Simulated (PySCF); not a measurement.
Input file:

```
{"job": {"kind": "nmr", "xc": "PBE0", "basis": "pcSseg-1"}, "charge": 0, "multiplicity": 1}
C      4.004683     1.272601     0.469786
C      3.252008     0.325497    -0.399877
C      2.052700    -0.179987    -0.113232
C      1.353608    -1.095204    -0.984379
C      0.150299    -1.636922    -0.785529
C     -0.776434    -1.398571     0.362183
C     -2.015123    -0.633095    -0.101105
C     -3.006450    -0.207703     0.997886
C     -2.965417     1.232517     0.465798
C     -1.805517     0.848007    -0.465490
H      4.186935     2.208716    -0.059222
H      4.976343     0.853667     0.733624
H      3.455346     1.487999     1.383290
H      3.742250     0.050261    -1.325624
H      1.571457     0.102372     0.813053
H      1.890882    -1.356809    -1.888347
H     -0.243270    -2.306043    -1.540880
H     -1.096724    -2.362223     0.771547
H     -0.285342    -0.840286     1.158669
H     -2.504909    -1.187401    -0.904507
H     -3.978714    -0.695529     0.973796
H     -2.590581    -0.305387     1.998909
H     -2.742803     1.999539     1.204670
H     -3.868388     1.516476    -0.070640
H     -0.841451     1.229705    -0.135526
H     -1.936433     1.100417    -1.515734
```

Run with:

```sh
OMP_NUM_THREADS=1 python probes_run.py task.json out
```

Geometry: GFN2-xTB.

Theory: PySCF 2.14.0, PBE0/pcSseg-1, SCF density, gas phase, non-relativistic.

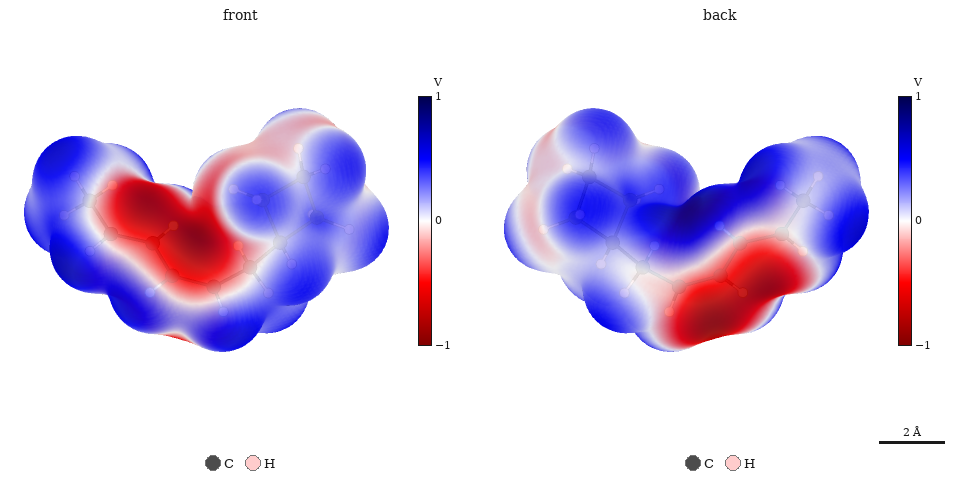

C$_{10}$H$_{16}$ (SMILES C/C=C/C=C\CC1CCC1). The molecular electrostatic potential painted on the density surface at 0.002 e/bohr³, seen from the front and from behind; red is negative and blue positive.

Question: Which sites attract a positive test charge, and which a negative one?

Answer: A positive charge is drawn to the negative regions and a negative charge to the positive ones. The most negative region (about −0.9 V) lies over the π face of C3, C4 and C5, the most positive (about +0.8 V) over H15 and H19.
